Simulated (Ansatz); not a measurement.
# One shape, several levels: SnH2 (SMILES [H][Sn][H])

We compute a comparison of 6 runs (B2PLYP/STO-3G, BLYP/STO-3G, PBE/STO-3G, PBE0/STO-3G, r2SCAN0/STO-3G, BCCD(T)/STO-3G) of SnH2. 

The calculation is run with Ansatz 0.2.0.

32 further runs of the same task are left out: 2 that didn't finish, 30 set aside as unsound or not needed.

### 1 The molecule

The species is SnH2 (3 atoms), meant as a singlet with charge 0. SMILES: `[H][Sn][H]`. The H2–Sn1 distance was set to 3.600 Å, away from the relaxed value. At this shape a bond of the SMILES string is far longer than usual.

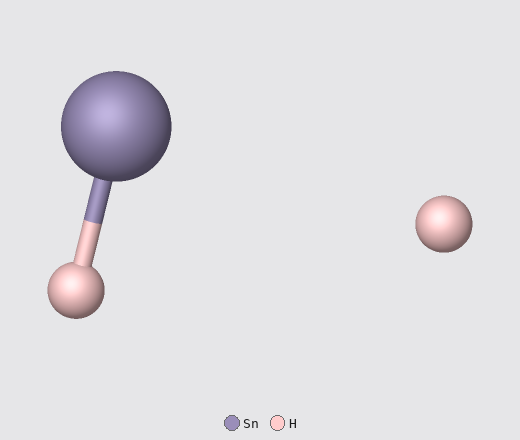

Viewed from a chosen angle; tin purple, hydrogen pink.

### 2 A single-point energy at B2PLYP/STO-3G (run 1)

File run.yaml:

```yaml
crystal:
  periodic: [false, false, false]
  atoms:
    - {symbol: Sn, position_ang: [-1.226136, 0.000050, -2.182925]}
    - {symbol: H, position_ang: [1.236480, -0.017770, 0.442810]}
    - {symbol: H, position_ang: [-2.472936, 0.035540, -0.885595]}
basis:
  gaussian: {orbitals: STO-3G}
hamiltonian: {xc: {name: B2PLYP}}
correlation: {frozen_orbitals: {H: 0, Sn: 18}}
accuracy: high
```

On the command line:

```sh
ansatz run run.yaml --threads 1 --pin off --max-ram 2610MiB --events-out events.jsonl --progress --plain --runs-dir runs
```

Standard output:

```text
Warning: RAYON_NUM_THREADS=1 ignored (pool sized by the plan → 1); use --threads N
Functional definition: B2PLYP
  name "B2PLYP"
  parameter a = 0.53
  parameter c = 0.27
  exchange = (1 - a)*b88_x + a*exact_x
  correlation = (1 - c)*lyp_c + c*(mp2_os + mp2_ss)
490 factors; integrals over basis functions are off by at most 5.0e-9 eV
mean field evaluation 1: about -162330.0558 eV, gradient 1.1e1 eV
mean field evaluation 2: about -162330.0526 eV, gradient 1.0e1 eV
mean field evaluation 4: about -162330.9392 eV, gradient 1.1e1 eV
mean field evaluation 8: about -162330.9416 eV, gradient 1.1e1 eV
mean field evaluation 16: about -162335.0759 eV, gradient 1.4e-7 eV
mean field evaluation 32: about -162335.0759 eV, gradient 2.4e-8 eV
mean field -162335.07585532 eV, -5965.7040030167 hartree, gradient 2.4e-8 eV, S^2 0.000000; 2 other end points of the search recorded, 0 dependent functions left out; unrestricted orbitals would lower it
18 core orbitals not correlated: weight in the atoms' cores, before any rotation towards them, 1.000 or more for the frozen orbitals, at most 0.000 for the correlated occupied ones
reference -162335.07587302 eV, -5965.7040036670 hartree; 8, 8 occupied and 3, 3 virtual orbitals, 490 factors
second order -5.28313934 eV of doubles, -0.00000000 eV of singles
Total energy: -162336.50232064 eV, -5965.7564246502 hartree
```

It took 2.1 s on 1 thread of Arm Neoverse V1, shared host; peak memory 0.097 GiB.

### 3 A single-point energy at BLYP/STO-3G (run 2)

File molecule.yaml:

```yaml
crystal:
  periodic: [false, false, false]
  atoms:
    - symbol: Sn
      position_ang: [-1.226136, 0.000050, -2.182925]
    - symbol: H
      position_ang: [1.236480, -0.017770, 0.442810]
    - symbol: H
      position_ang: [-2.472936, 0.035540, -0.885595]
basis:
  gaussian:
    orbitals: STO-3G
hamiltonian:
  xc: {name: BLYP}
accuracy: high
```

On the command line:

```sh
ansatz run molecule.yaml --threads 1 --pin off --max-ram 2610MiB --events-out events.jsonl --progress --plain --runs-dir runs
```

Standard output:

```text
Warning: RAYON_NUM_THREADS=1 ignored (pool sized by the plan → 1); use --threads N
Functional definition: BLYP
  name "BLYP"
  parameter beta = 0.0042
  parameter a = 0.04918
  parameter b = 0.132
  parameter c = 0.2533
  parameter d = 0.349
  exchange = b88_x(beta = beta)
  correlation = lyp_c(a = a, b = b, c = c, d = d)
490 factors; integrals over basis functions are off by at most 5.0e-9 eV
mean field evaluation 1: about -162338.9984 eV, gradient 1.4e1 eV
mean field evaluation 2: about -162329.3009 eV, gradient 1.9e1 eV
mean field evaluation 4: about -162341.2687 eV, gradient 1.6e1 eV
mean field evaluation 8: about -162341.2486 eV, gradient 1.6e1 eV
mean field evaluation 16: about -162345.9425 eV, gradient 2.3e-8 eV
mean field -162345.94249254 eV, -5966.1033445686 hartree, gradient 2.3e-8 eV, S^2 0.000000; 1 other end points of the search recorded, 0 dependent functions left out
reference -162345.94252993 eV, -5966.1033459427 hartree; 26, 26 occupied and 3, 3 virtual orbitals, 490 factors
Total energy: -162345.94252993 eV, -5966.1033459427 hartree
```

Wall time 1.4 s (1 thread of Arm Neoverse V1, shared host).

Run 3 isn't shown in full; the table further down has it.

### 4 A single-point energy at PBE0/STO-3G (run 4)

File molecule.yaml:

```yaml
crystal:
  periodic: [false, false, false]
  atoms:
    - {symbol: Sn, position_ang: [-1.226136, 0.000050, -2.182925]}
    - {symbol: H, position_ang: [1.236480, -0.017770, 0.442810]}
    - {symbol: H, position_ang: [-2.472936, 0.035540, -0.885595]}
basis:
  gaussian: {orbitals: STO-3G}
hamiltonian: {xc: pbe0}
accuracy: high
```

On the command line:

```sh
ansatz run molecule.yaml --threads 1 --pin off --max-ram 2610MiB --events-out events.jsonl --progress --plain --runs-dir runs
```

Standard output:

```text
Warning: RAYON_NUM_THREADS=1 ignored (pool sized by the plan → 1); use --threads N
Functional definition: PBE0
  name "PBE0"
  parameter a = 0.25
  parameter kappa = 0.804
  parameter beta = 0.06672455060314922
  exchange = (1 - a)*pbe_x(kappa = kappa, mu = beta*pi^2/3) + a*exact_x
  correlation = pbe_c(beta = beta)
490 factors; integrals over basis functions are off by at most 5.0e-9 eV
mean field evaluation 1: about -162335.3326 eV, gradient 1.2e1 eV
mean field evaluation 2: about -162326.9129 eV, gradient 1.4e1 eV
mean field evaluation 4: about -162340.4876 eV, gradient 9.9e0 eV
mean field evaluation 8: about -162341.2819 eV, gradient 3.0e0 eV
mean field evaluation 16: about -162337.6631 eV, gradient 2.0e1 eV
mean field -162341.35680826 eV, -5965.9348237797 hartree, gradient 2.2e-8 eV, S^2 0.000000; 1 other end points of the search recorded, 0 dependent functions left out
reference -162341.35680965 eV, -5965.9348238306 hartree; 26, 26 occupied and 3, 3 virtual orbitals, 490 factors
Total energy: -162341.35680965 eV, -5965.9348238306 hartree
```

It took 1.6 s on 1 thread of Arm Neoverse V1, shared host; peak memory 0.093 GiB.

Run 5 isn't shown in full; the table further down has it.

### 5 A single-point energy at BCCD(T)/STO-3G (run 6)

Changes to molecule.yaml since step 4:

```diff
@@ -8,3 +8,4 @@
   gaussian: {orbitals: STO-3G}
-hamiltonian: {xc: pbe0}
+correlation: {method: bccd_t, frozen_orbitals: {H: 0, Sn: 18}}
 accuracy: high
+scf: {omitted_lower_state_checks: [cluster_reference, increment]}
```

On the command line:

```sh
ansatz run molecule.yaml --threads 1 --pin off --max-ram 2610MiB --events-out events.jsonl --progress --plain --runs-dir runs
```

Standard output, cut to the lines that bear on the results:

```text
Warning: RAYON_NUM_THREADS=1 ignored (pool sized by the plan → 1); use --threads N
Functional definition: HF
  name "HF"
[...]
490 factors; integrals over basis functions are off by at most 5.0e-9 eV
[...]
mean field -162291.37522877 eV, -5964.0980346122 hartree, gradient 1.0e-8 eV, S^2 0.000000; 6 other end points of the search recorded, 0 dependent functions left out; unrestricted orbitals would lower it
18 core orbitals not correlated: weight in the atoms' cores, before any rotation towards them, 1.000 or more for the frozen orbitals, at most 0.000 for the correlated occupied ones
reference -162291.37522877 eV, -5964.0980346122 hartree; 8, 8 occupied and 3, 3 virtual orbitals, 490 factors
second order -3.08559477 eV of doubles, -0.00000000 eV of singles
cycle   1  -2.26873095 eV  change   -9.8e-1 eV  update   1.5e-1
[...]
cycle  28  -5.11513702 eV  change  -4.5e-11 eV  update  3.1e-10
perturbative correction -0.00631783 eV, -0.0002321759 hartree
WARN: these amplitudes may be one of several solutions (largest doubles amplitude 0.80, level shift 9.87 eV)
Total energy: -162296.49668362 eV, -5964.2862446064 hartree
Checks for a lower state left out: cluster_reference, increment
```

Wall time 0.99 s (1 thread of Arm Neoverse V1, shared host).

### 6 The series

| run | level | frozen core orbitals | energy (Eh) | wall time |
| --- | --- | --- | --- | --- |
| 1 | B2PLYP/STO-3G | 18 | -5965.756425 | 2.1 s |
| 2 | BLYP/STO-3G | – | -5966.103346 | 1.4 s |
| 3 | PBE/STO-3G | – | -5965.624072 | 1.6 s |
| 4 | PBE0/STO-3G | – | -5965.934824 | 1.6 s |
| 5 | r2SCAN0/STO-3G | – | -5966.498995 | 3.6 s |
| 6 | BCCD(T)/STO-3G | 18 | -5964.286245 | 0.99 s |

### 7 Results

| quantity | value |
| --- | --- |
| run 6: total energy | -5964.28624 Eh |
| run 6: correlation energy (18 core orbitals frozen) | -188.2 mEh |
| run 6: (T) correction | -0.23 mEh |

Totals of different functionals can't be ranked against each other. In runs 1, 6 the log says that unrestricted orbitals would lower the reference, so the values rest on an unstable closed-shell determinant (other closed-shell runs at this shape may share the fault). In runs 1, 2, 3, 4, 5, 6 the basis is minimal, so the values are rough. In runs 1, 2, 3, 4, 5 a closed-shell determinant meets a far-stretched bond, which it describes badly. In runs 1, 2, 3, 4, 5, 6 relativity is left out where basis or elements ask for it. All runs together took 11 s, the longest 3.6 s.
